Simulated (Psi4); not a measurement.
# CHFGaN (SMILES N#[C][GaH][F]) at MP2/cc-pVDZ

What is the vertical ionisation energy of CHFGaN at MP2/cc-pVDZ? 

The results are computed with Psi4 1.11.

3 further runs of the same task are left out: 3 set aside as unsound or not needed.

## Step 1: The molecule

The species is CHFGaN (5 atoms), meant as a singlet with charge 0. As SMILES, `N#[C][GaH][F]`. The shape is that of a PBE0-D4/def2-TZVP optimisation.

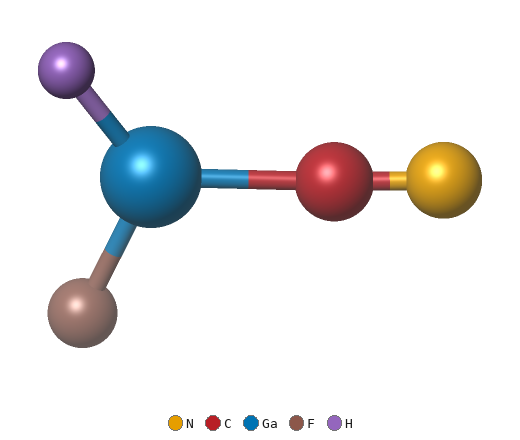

The structure, seen from a chosen angle (nitrogen amber, carbon red, gallium blue, fluorine brown, hydrogen purple).

## Step 2: The energy at MP2/cc-pVDZ

Contents of input.inp:

```
memory 2200 mb

molecule {
  0 1
  N      1.214000    -1.657200     1.266000
  C      0.641000    -0.864700     0.656300
  Ga    -0.259700     0.519000    -0.345500
  F     -1.724700    -0.053500    -1.092600
  H      0.179200     1.982700    -0.525600
  units angstrom
  symmetry c1
  no_reorient
  no_com
}

set globals {
  puream          true
  e_convergence   1e-09
  d_convergence   1e-08
  scf_type        pk
  num_frozen_docc 12
  mp2_type        conv
}

E = energy('mp2/cc-pVDZ')
```

Launch:

```bash
$ psi4 -i input.inp -o input.out -n 1
```

input.out:

```text
[...]
  Running in c1 symmetry.
[...]
  Nuclear repulsion =  224.030503645129642
[...]
  Multiplicity = 1
[...]
  Nalpha       = 27
  Nbeta        = 27
[...]
    Number of basis functions: 74
[...]
   @RHF iter   1: -2115.08453244687371   -4.96375e+00   1.35994e-02 ADIIS/DIIS
[...]
   @RHF iter  13: -2115.60282254885442   -8.18545e-12   7.78741e-09 DIIS
[...]
    Orbital Energies [Eh]
    ---------------------
    Doubly Occupied:
       1A   -378.950787     2A    -48.295541     3A    -42.626455
       4A    -42.623241     5A    -42.622778     6A    -26.264480
       7A    -15.601379     8A    -11.271064     9A     -6.500587
      10A     -4.596500    11A     -4.591139    12A     -4.589546
      13A     -1.545697    14A     -1.300393    15A     -1.298386
      16A     -1.294583    17A     -1.293959    18A     -1.286852
      19A     -1.231220    20A     -0.733551    21A     -0.645104
      22A     -0.618556    23A     -0.614735    24A     -0.568153
      25A     -0.516901    26A     -0.487642    27A     -0.484753
[...]
  @RHF Final Energy: -2115.60282254885442
   => Energetics <=
    Nuclear Repulsion Energy =            224.0305036451296417
    One-Electron Energy =               -3394.3586861379635593
    Two-Electron Energy =                1054.7253599439795835
    Total Energy =                      -2115.6028225488544194
[...]
 Multipole Moments:
 ------------------------------------------------------------------------------------
     Multipole            Electronic (a.u.)      Nuclear  (a.u.)        Total (a.u.)
 ------------------------------------------------------------------------------------
 L = 1.  Multiply by 2.5417464519 to convert [e a0] to [Debye]
 Dipole X            :         21.0463161          -20.8810957            0.1652203
 Dipole Y            :         -0.2146802            1.5148045            1.3001243
 Dipole Z            :         15.3256915          -15.6274681           -0.3017766
 Magnitude           :                                                    1.3448755
[...]
	SCS-MP2 Total Energy (a.u.)        : -2116.12970625332218
	SOS-MP2 Total Energy (a.u.)        : -2116.12153533380433
	SCSN-MP2 Total Energy (a.u.)       : -2115.85664219656610
[...]
	SOS-PI-MP2 Total Energy (a.u.)     : -2116.16143631726163
[...]
	MP2 Total Energy (a.u.)            : -2116.14604809235834
[...]
```

Run time: 13 s. Hardware: 1 thread of Intel Xeon 6975P-C (Granite Rapids), shared host; peak memory 0.45 GiB.

## Step 3: The doublet cation, same level

Contents of chfgan.json:

```json
{
  "schema_name": "qcschema_input",
  "schema_version": 1,
  "molecule": {
    "schema_name": "qcschema_molecule",
    "schema_version": 2,
    "symbols": ["N", "C", "Ga", "F", "H"],
    "geometry": [2.29412752, -3.13165413, 2.39239327, 1.21131445, -1.63404618, 1.24022726, -0.49076187, 0.98076786, -0.65290038, -3.25921065, -0.10110035, -2.06471476, 0.33863892, 3.74675999, -0.99324005],
    "molecular_charge": 1,
    "molecular_multiplicity": 2,
    "fix_symmetry": "c1",
    "fix_com": true,
    "fix_orientation": true
  },
  "driver": "energy",
  "model": {
    "method": "mp2",
    "basis": "cc-pVDZ"
  },
  "keywords": {
    "reference": "uhf",
    "puream": true,
    "e_convergence": 1e-09,
    "d_convergence": 1e-08,
    "scf_type": "pk",
    "num_frozen_docc": 12,
    "mp2_type": "conv",
    "maxiter": 100
  }
}
```

Launch:

```bash
$ psi4 --qcschema chfgan.json -n 1 --memory 2200MB
```

stdout:

```text
[...]
  Running in c1 symmetry.
[...]
  Nuclear repulsion =  224.030503629408230
[...]
  Multiplicity = 2
[...]
  Nalpha       = 27
  Nbeta        = 26
[...]
    Number of basis functions: 74
[...]
   @UHF iter   1: -2114.59678395046740   -4.47600e+00   1.38407e-02 DIIS/ADIIS
[...]
   @UHF iter  25: -2115.16735993501698    0.00000e+00   5.26245e-09 DIIS
[...]
   @S^2 Observed:                1.076409578E+00
[...]
    Orbital Energies [Eh]
    ---------------------
    Alpha Occupied:
       1A   -379.151926     2A    -48.496379     3A    -42.827051
       4A    -42.824506     5A    -42.823379     6A    -26.433514
       7A    -16.043080     8A    -11.632302     9A     -6.701296
      10A     -4.795948    11A     -4.793185    12A     -4.789098
      13A     -1.711537    14A     -1.651863    15A     -1.503432
      16A     -1.498219    17A     -1.493897    18A     -1.493381
      19A     -1.484335    20A     -1.139368    21A     -0.958956
      22A     -0.915198    23A     -0.914085    24A     -0.813069
      25A     -0.779712    26A     -0.776465    27A     -0.697671
    Alpha Virtual:
[...]
  @UHF Final Energy: -2115.16735993501698
   => Energetics <=
    Nuclear Repulsion Energy =            224.0305036294082299
    One-Electron Energy =               -3381.5677188145500622
    Two-Electron Energy =                1042.3698552501248287
    Total Energy =                      -2115.1673599350169752
  UHF NO Occupations:
  HONO-2 :   25  A 1.9207617
  HONO-1 :   26  A 1.9126075
[...]
 Multipole Moments:
 ------------------------------------------------------------------------------------
     Multipole            Electronic (a.u.)      Nuclear  (a.u.)        Total (a.u.)
 ------------------------------------------------------------------------------------
 L = 1.  Multiply by 2.5417464519 to convert [e a0] to [Debye]
 Dipole X            :         22.7335658          -20.8810956            1.8524702
 Dipole Y            :         -2.4240265            1.5148045           -0.9092220
 Dipole Z            :         17.0463435          -15.6274682            1.4188753
 Magnitude           :                                                    2.5043038
[...]
	SCS-MP2 Total Energy (a.u.)        : -2115.63068290306273
	SOS-MP2 Total Energy (a.u.)        : -2115.58753278665881
	SCSN-MP2 Total Energy (a.u.)       : -2115.39519254962897
[...]
	SOS-PI-MP2 Total Energy (a.u.)     : -2115.65756159526563
[...]
	MP2 Total Energy (a.u.)            : -2115.64695432726285
[...]
```

The result, in JSON:

```text
{
 "driver": "energy",
 "model": {
  "method": "mp2",
  "basis": "cc-pVDZ"
 },
 "success": true,
 "return_result": -2115.646954327263,
 "properties": {
  "calcinfo_nbasis": 74,
  "calcinfo_nmo": 74,
  "calcinfo_nalpha": 27,
  "calcinfo_nbeta": 26,
  "calcinfo_natom": 5,
  "nuclear_repulsion_energy": 224.03050362940823,
  "return_energy": -2115.646954327263,
  "scf_one_electron_energy": -3381.56771881455,
  "scf_two_electron_energy": 1042.3698552501248,
  "scf_dipole_moment": [1.852470198307799, -0.9092219739483012, 1.4188752758580563],
  "scf_total_energy": -2115.167359935017,
  "scf_iterations": 25,
  "mp2_same_spin_correlation_energy": -0.12945034921132448,
  "mp2_opposite_spin_correlation_energy": -0.3501440430347288,
  "mp2_singles_energy": 0.0,
  "mp2_doubles_energy": -0.47959439224605327,
  "mp2_correlation_energy": -0.47959439224587186,
  "mp2_total_energy": -2115.646954327263
 }
}
```

It took 14 s on 1 thread of Intel Xeon 6975P-C (Granite Rapids), shared host; peak memory 0.44 GiB.

## Step 4: Outcome

Level: MP2/cc-pVDZ, 12 core orbitals frozen.

```
                                                                  quantity           value
                                              singlet CHFGaN: total energy  -2116.14605 Eh
                       singlet CHFGaN: HOMO energy (Hartree–Fock orbitals)       -13.19 eV
                       singlet CHFGaN: LUMO energy (Hartree–Fock orbitals)         0.44 eV
                     singlet CHFGaN: HOMO–LUMO gap (Hartree–Fock orbitals)        13.63 eV
              singlet CHFGaN: correlation energy (12 core orbitals frozen)      -543.2 mEh
                                              doublet cation: total energy  -2115.64695 Eh
doublet cation: HOMO energy (Hartree–Fock orbitals) (highest over α and β)       -18.93 eV
 doublet cation: LUMO energy (Hartree–Fock orbitals) (lowest over α and β)        -8.95 eV
              doublet cation: correlation energy (12 core orbitals frozen)      -479.6 mEh
                         doublet cation: ⟨S²⟩ of the reference determinant           1.076
                        vertical ionisation energy (to the doublet cation)       13.581 eV
```

In words: The vertical ionisation energy comes to 13.58 eV (313 kcal/mol). ⟨S²⟩ (doublet cation) is 1.08 where a pure doublet has 0.75: the reference is spin-contaminated.
